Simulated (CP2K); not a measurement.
# CH5BO3 (SMILES BOC(O)O): MNDO

Aim: the vertical electron affinity of CH5BO3 at MNDO, from 2 runs. 

The calculation is run with CP2K 2026.2.

**1. The system as given**

CH5BO3: 10 atoms, total charge 0, spin state singlet. SMILES: `BOC(O)O`. The shape is that of a GFN2-xTB optimisation. This is one conformer, not always the lowest.

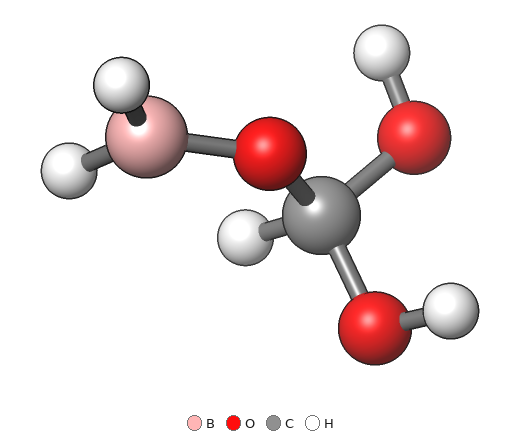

The structure, seen from a chosen angle (boron pink, oxygen red, carbon grey, hydrogen white).

**2. Energy and forces at MNDO**

Input file qs.inp:

```
&GLOBAL
  PROJECT_NAME qs
  RUN_TYPE ENERGY_FORCE
  PRINT_LEVEL MEDIUM
&END GLOBAL

&FORCE_EVAL
  METHOD Quickstep
  &DFT
    # Quickstep
    &QS
      METHOD MNDO
      EPS_DEFAULT 1.0E-10
      &SE
        &COULOMB
          CUTOFF [angstrom] 50
          RC_RANGE [angstrom] 0
        &END COULOMB
        &EXCHANGE
          CUTOFF [angstrom] 50
          RC_RANGE [angstrom] 0
        &END EXCHANGE
      &END SE
    &END QS
    &POISSON
      PERIODIC NONE
      POISSON_SOLVER ANALYTIC
    &END POISSON
    &SCF
      SCF_GUESS ATOMIC
      EPS_SCF 1.0E-06
      MAX_SCF 50
      &OT
        MINIMIZER DIIS
        PRECONDITIONER FULL_ALL
      &END OT
      &OUTER_SCF
        EPS_SCF 1.0E-06
        MAX_SCF 8
      &END OUTER_SCF
    &END SCF
    # extra output
    &PRINT
      &MOMENTS
        PERIODIC F
        REFERENCE COM
        MAX_MOMENT 1
      &END MOMENTS
      &MO_CUBES
        NLUMO 1
        NHOMO -1
        WRITE_CUBE F
      &END MO_CUBES
      &HIRSHFELD OFF
      &END HIRSHFELD
    &END PRINT
  &END DFT
  &SUBSYS
    # box in angstrom
    &CELL
      ABC 19.5 18.4 20.3
      PERIODIC NONE
    &END CELL
    &COORD
      B     -1.007310     0.426800    -1.330360
      O     -0.565400     0.456890    -0.078850
      C      0.450860    -0.366780     0.438160
      O     -0.060510    -1.261640     1.329260
      O      1.379940     0.435260     1.084600
      H     -1.873350     1.173730    -1.572380
      H     -0.536690    -0.295230    -2.134810
      H      0.910330    -0.957370    -0.375160
      H     -0.335260    -0.780930     2.122690
      H      1.637390     1.169260     0.516850
    &END COORD
    &TOPOLOGY
      &CENTER_COORDINATES
      &END CENTER_COORDINATES
    &END TOPOLOGY
  &END SUBSYS
  # extra output
  &PRINT
    &FORCES ON
    &END FORCES
  &END PRINT
&END FORCE_EVAL
```

Run with:

```sh
$ OMP_NUM_THREADS=1 cp2k.psmp -i qs.inp -o qs.out
```

What it wrote:

```text
CP2K| version string:                                       CP2K version 2026.2
[...]
 GLOBAL| Method name                                                        CP2K
[...]
 GLOBAL| Run type                                                   ENERGY_FORCE
[...]
                             - Atoms:                                         10
[...]
                             - Spherical basis functions:                     25
[...]
 Number of electrons:                                                         30
[...]
     1 OT DIIS     0.15E+00    0.0     0.37163145       -38.6751737606 -3.87E+01
[...]
     8 OT DIIS     0.15E+00    0.0     0.00000033       -45.4762760747 -1.96E-10
  *** SCF run converged in     8 steps ***
  Core-core repulsion energy [eV]:                           2429.26214041233879
  Core Hamiltonian energy [eV]:                             -2021.84694854139389
  Two-electron integral energy [eV]:                        -3289.77519300994936
  Electronic energy [eV]:                                   -3666.73454504636857
  Total energy [eV]:                                        -1237.47240463402954
  Atomic reference energy [eV]:                              1230.29340300505442
  Heat of formation [kcal/mol]:                              -165.55172356689414
[...]
 SE_DIPOLE| Moment [Debye]         -0.79268188      -0.78681678       0.57624025
 SE_DIPOLE| Derivative [a.u.]       0.00000000       0.00000000       0.00000000
 *** WARNING in qs_scf_post_se.F:140 :: Printing of MO cube files not ***
 *** implemented for Semi-Empirical method.                           ***
 ENERGY| Total FORCE_EVAL ( QS ) energy [hartree]            -45.476276074658934
 FORCES| Atomic forces [hartree/bohr]
 FORCES|   Atom     x               y               z               |f|
 FORCES|      1 -8.69078217E-03  1.87424417E-03 -1.80981335E-02   2.01639511E-02
 FORCES|      2 -9.81416057E-03  1.00962721E-02  1.33247950E-02   1.93856292E-02
 FORCES|      3  1.61191099E-02 -3.56070408E-03 -1.75863874E-02   2.41202267E-02
 FORCES|      4 -2.16281437E-02  6.46862237E-03  4.22666250E-02   4.79175048E-02
 FORCES|      5  1.15926825E-02  2.77714367E-02 -7.13086631E-03   3.09272087E-02
 FORCES|      6 -6.02497867E-04 -6.63097131E-04 -3.52819403E-03   3.64017233E-03
 FORCES|      7 -3.82065474E-03  3.00692814E-03 -1.36604200E-04   4.86391614E-03
 FORCES|      8  1.58455194E-02 -1.47554784E-02 -2.01374012E-02   2.95688951E-02
 FORCES|      9 -1.78671503E-03 -2.16544659E-02 -3.67707913E-03   2.20369952E-02
 FORCES|     10  2.78564225E-03 -8.58375800E-03  1.47032458E-02   1.72518446E-02
 FORCES| Sum     5.27355937E-16 -3.64291930E-16 -5.55111512E-17
 FORCES| Total atomic force                                       6.43346238E-16
[...]
```

Wall time 0.54 s (1 thread of Arm Neoverse V2, shared host).

**3. The doublet anion, same level**

Input file run.inp:

```
&GLOBAL
    PROJECT_NAME run
    RUN_TYPE ENERGY_FORCE
    PRINT_LEVEL MEDIUM
&END GLOBAL

&FORCE_EVAL
    METHOD Quickstep
    &DFT
        CHARGE -1
        MULTIPLICITY 2
        UKS T
        ! Quickstep
        &QS
            METHOD MNDO
            EPS_DEFAULT 1.0E-10
            &SE
                &COULOMB
                    CUTOFF [angstrom] 50
                    RC_RANGE [angstrom] 0
                &END COULOMB
                &EXCHANGE
                    CUTOFF [angstrom] 50
                    RC_RANGE [angstrom] 0
                &END EXCHANGE
            &END SE
        &END QS
        &POISSON
            PERIODIC NONE
            POISSON_SOLVER ANALYTIC
        &END POISSON
        &SCF
            SCF_GUESS ATOMIC
            EPS_SCF 1.0E-06
            MAX_SCF 80
            ADDED_MOS 8
            &DIAGONALIZATION
                ALGORITHM STANDARD
            &END DIAGONALIZATION
            &MIXING
                METHOD DIRECT_P_MIXING
                ALPHA 0.4
            &END MIXING
        &END SCF
        ! extra output
        &PRINT
            &MOMENTS
                PERIODIC F
                REFERENCE COM
                MAX_MOMENT 1
            &END MOMENTS
            &MO ON
                ENERGIES T
                OCCUPATION_NUMBERS T
                NDIGITS 6
                &EACH
                    QS_SCF 0
                &END EACH
                ADD_LAST NUMERIC
            &END MO
            &HIRSHFELD OFF
            &END HIRSHFELD
        &END PRINT
    &END DFT
    &SUBSYS
        ! vacuum box
        &CELL
            ABC 19.5 18.4 20.3
            PERIODIC NONE
        &END CELL
        &COORD
            B     -1.007310     0.426800    -1.330360
            O     -0.565400     0.456890    -0.078850
            C      0.450860    -0.366780     0.438160
            O     -0.060510    -1.261640     1.329260
            O      1.379940     0.435260     1.084600
            H     -1.873350     1.173730    -1.572380
            H     -0.536690    -0.295230    -2.134810
            H      0.910330    -0.957370    -0.375160
            H     -0.335260    -0.780930     2.122690
            H      1.637390     1.169260     0.516850
        &END COORD
        &TOPOLOGY
            &CENTER_COORDINATES
            &END CENTER_COORDINATES
        &END TOPOLOGY
    &END SUBSYS
    ! extra output
    &PRINT
        &FORCES ON
        &END FORCES
    &END PRINT
&END FORCE_EVAL
```

Run with:

```sh
$ OMP_NUM_THREADS=1 cp2k.psmp -i run.inp > run.out 2>&1
```

What it wrote:

```text
CP2K| version string:                                       CP2K version 2026.2
[...]
 GLOBAL| Method name                                                        CP2K
[...]
 GLOBAL| Run type                                                   ENERGY_FORCE
[...]
                             - Atoms:                                         10
[...]
                             - Spherical basis functions:                     25
[...]
 Number of electrons:                                                         16
[...]
     1 P_Mix/Diag. 0.40E+00    0.0     0.57577730       -37.5167374656 -3.75E+01
[...]
    43 DIIS/Diag.  0.18E-06    0.0     0.00000052       -45.4134976486  7.24E-12
  *** SCF run converged in    43 steps ***
  Core-core repulsion energy [eV]:                           2429.26214041233879
  Core Hamiltonian energy [eV]:                             -2043.85218129505120
  Two-electron integral energy [eV]:                        -3242.34815180212672
  Electronic energy [eV]:                                   -3665.02625719611433
  Total energy [eV]:                                        -1235.76411678377553
  Atomic reference energy [eV]:                              1230.29340300505442
  Heat of formation [kcal/mol]:                              -126.15766676427818
[...]
 SE_DIPOLE| Moment [Debye]         -4.68999399       0.85776922      -5.47249416
 SE_DIPOLE| Derivative [a.u.]       0.00000000       0.00000000       0.00000000
 ENERGY| Total FORCE_EVAL ( QS ) energy [hartree]            -45.413497648561346
 FORCES| Atomic forces [hartree/bohr]
 FORCES|   Atom     x               y               z               |f|
 FORCES|      1 -1.94471104E-02 -6.88826736E-03 -1.56427725E-02   2.58908219E-02
 FORCES|      2  1.02401852E-02  4.12699150E-03  4.17104562E-02   4.31469073E-02
 FORCES|      3 -8.61479028E-03  1.42781604E-02 -3.65287509E-02   4.01550759E-02
 FORCES|      4 -1.80169152E-02 -1.16822216E-02  6.02234758E-02   6.39370829E-02
 FORCES|      5  3.71401271E-02  3.28344322E-02  6.49227260E-03   4.99963857E-02
 FORCES|      6 -2.36690567E-02  2.43920410E-02 -2.01688357E-02   3.95218654E-02
 FORCES|      7  8.37947510E-03 -9.29144630E-03 -2.42400893E-02   2.72787189E-02
 FORCES|      8  1.93271301E-02 -1.69428579E-02 -1.69376983E-02   3.07812283E-02
 FORCES|      9 -2.97937275E-03 -1.96651552E-02 -8.83347044E-03   2.17629315E-02
 FORCES|     10 -2.35967214E-03 -1.11616768E-02  1.39254125E-02   1.80018942E-02
 FORCES| Sum     1.40165657E-15 -2.04350425E-15  5.27355937E-16
 FORCES| Total atomic force                                       2.53350648E-15
[...]
```

It took 0.28 s on 1 thread of Arm Neoverse V2, shared host.

**4. Outcome**

Level: MNDO.

| quantity | value |
| --- | --- |
| singlet CH5BO3: total energy | -45.47628 Eh |
| singlet CH5BO3: dipole moment | 1.26 D |
| singlet CH5BO3: heat of formation at this unrelaxed shape | -165.6 kcal/mol |
| singlet CH5BO3: largest force on an atom | 2.464 eV/Å |
| doublet anion: total energy | -45.41350 Eh |
| doublet anion: HOMO energy (highest over α and β) | 1.36 eV |
| doublet anion: LUMO energy (lowest over α and β) | 8.47 eV |
| doublet anion: heat of formation at this unrelaxed shape | -126.2 kcal/mol |
| doublet anion: largest force on an atom | 3.288 eV/Å |
| vertical electron affinity (to the doublet anion) | -1.708 eV |

What this shows: The anion lies 1.71 eV (165 kJ/mol) above the neutral: the electron isn't bound at this level. The largest force (singlet CH5BO3) is 2.46 eV/Å: the shape isn't a stationary point for this species at this level. The HOMO (doublet anion) lies at positive energy, 1.36 eV: the electron is unbound at this level or held by a compact basis; values depend on the basis.
